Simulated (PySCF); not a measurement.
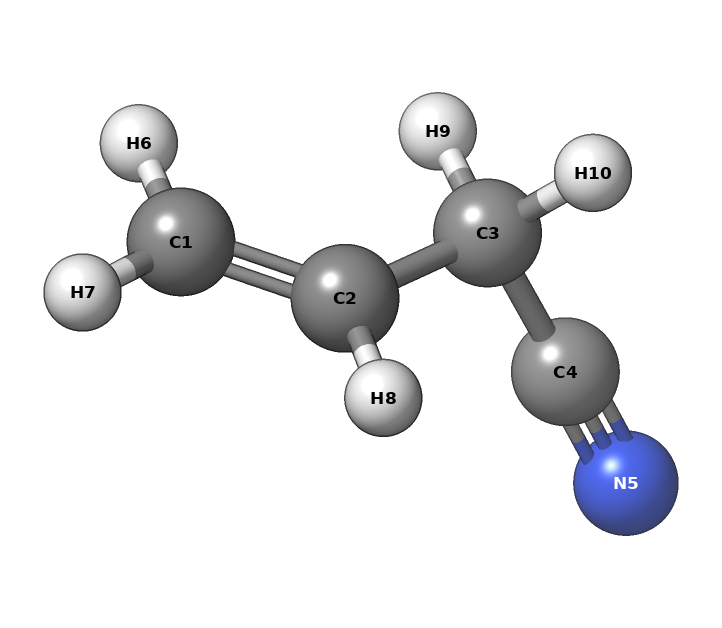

Computed geometry: PBE0-D3(BJ)/def2-SVP optimisation. No frequency run is at hand to confirm it as a minimum. Method: TDDFT ωB97X-D/def2-SVPD, vertical, gas phase, core orbitals frozen in the response (PySCF 2.14.0), and the same with a continuum solvent (IEF-PCM, Bondi radii x 1.2, gas-phase geometry).

How do dipole (D), HOMO–LUMO gap (eV), lowest singlet (eV) change in methanol (ε = 32.6), acetonitrile (ε = 35.7)?

| medium | dipole (D) | HOMO–LUMO gap (eV) | lowest singlet (eV) |
| --- | --- | --- | --- |
| gas phase | 4.07 | 11.49 | 7.51 |
| methanol | 5.19 | 11.44 | 7.33 |
| acetonitrile | 5.19 | 11.44 | 7.33 |
